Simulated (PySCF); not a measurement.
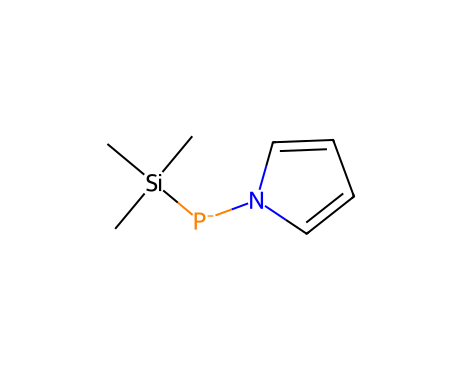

The species has charge −1 and is a spin singlet. Computed geometry: GFN2-xTB optimisation. No frequency run is at hand to confirm it as a minimum. Method: PBE0/pcSseg-1, gas phase (PySCF 2.14.0).

Predict the main results.

The species is C7H13NPSi(-) (`C[Si](C)(C)[P-]n1cccc1`).
- HOMO energy (Kohn–Sham orbital): −0.38 eV

The geometry is semi-empirical. Around P, Si such bond lengths and angles can be off by a tenth of an ångström or more and by several degrees, and values that hang on the shape move with them.
